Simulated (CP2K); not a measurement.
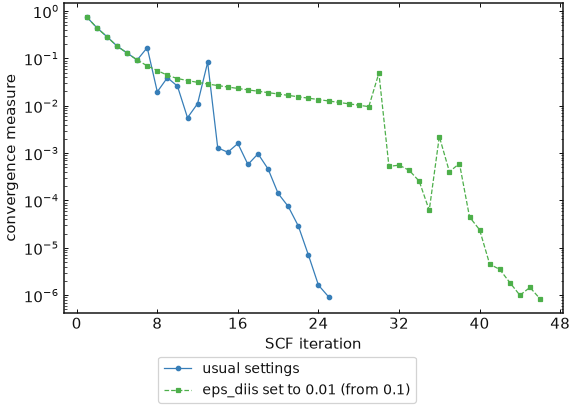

Two SCF runs that differ in one setting.
C2H4AlCl (SMILES Cl[CH]1[CH2][AlH]1); RHF PM3 in CP2K 2026.2.

Question: How did each SCF end?

Answer: “usual settings” converged in 25 iterations. “eps_diis set to 0.01 (from 0.1)” converged in 46 iterations. CP2K mixes the density linearly, with weight alpha, until the error falls below EPS_DIIS, and only then turns to DIIS. That happens at step 7 with the usual settings and at step 30 in the changed run. Both end at the same energy within 1 meV.
